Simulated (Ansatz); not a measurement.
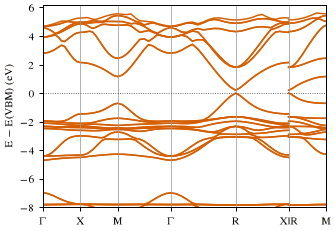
Figure: Band structure from PBEsol with spin–orbit coupling in the plane-wave PAW code Ansatz

Question: Read off the gap and where the band edges lie.

Answer: About 0.2 eV (0.20 eV by a search for the band edges); maximum at R, minimum at R.

The material is CsPbBr3 (cubic perovskite, Pm-3m).

This is a known high-temperature phase of the composition, computed here at zero pressure and temperature. The PBEsol relaxation kept the symmetry of its start; its stability against distortions is not shown here.

Potentials: the later of the program's two PAW sets.
